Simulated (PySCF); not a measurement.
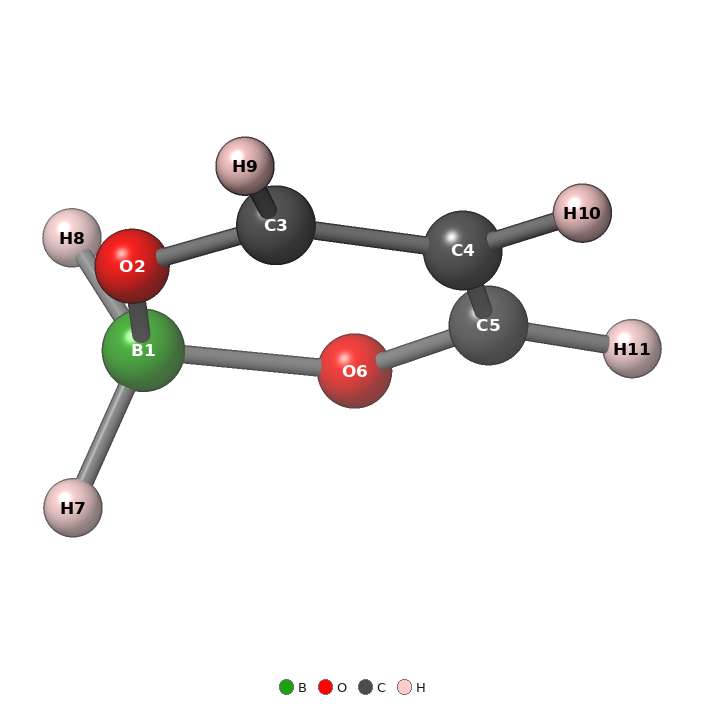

Depth is shown by fading: the farther an atom, the more it takes the colour of the background. The computed structure is the end point of a PBE0-D3(BJ)/def2-SVP optimisation. No frequency run is at hand to confirm it as a minimum.

**How is the 6-membered ring B1–O2–C3–C4–C5–O6 puckered?**

It is planar. The Cremer–Pople amplitude Q is 0.00 Å.

**Give the torsion angles round the ring, beginning with the bond from its second to its third atom.**

0°, 0°, 0°, 0°, 0°, 0°.
